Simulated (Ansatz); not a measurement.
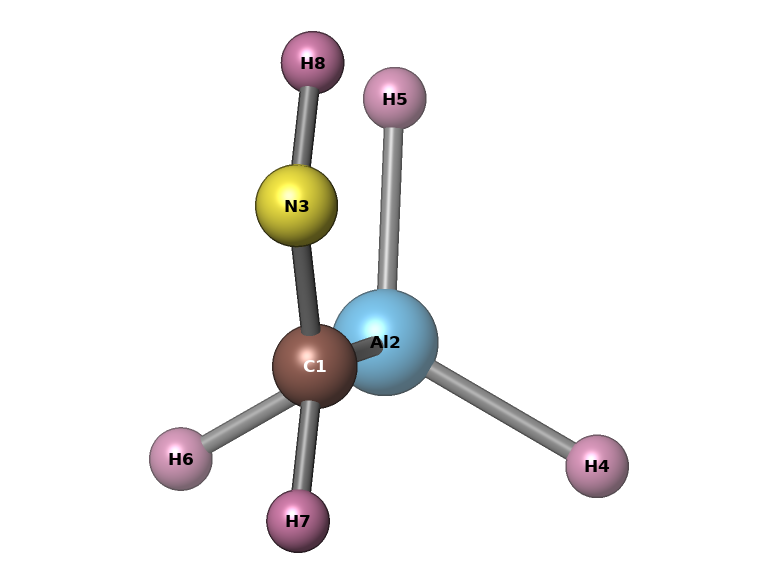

Al2 lies behind C1. The molecule seen a little off the C1–Al2 bond, C1 in front. Atoms fade into the background with distance from the viewer. Charge 0, doublet. The geometry was computed by an optimisation with PBE-D4/def2-SVP. No frequency run is at hand to confirm it as a minimum.

What is the torsion angle N3–C1–Al2–H4? The sign is positive where the front bond must turn clockwise to cover the back bond.

120°, anticlinal.
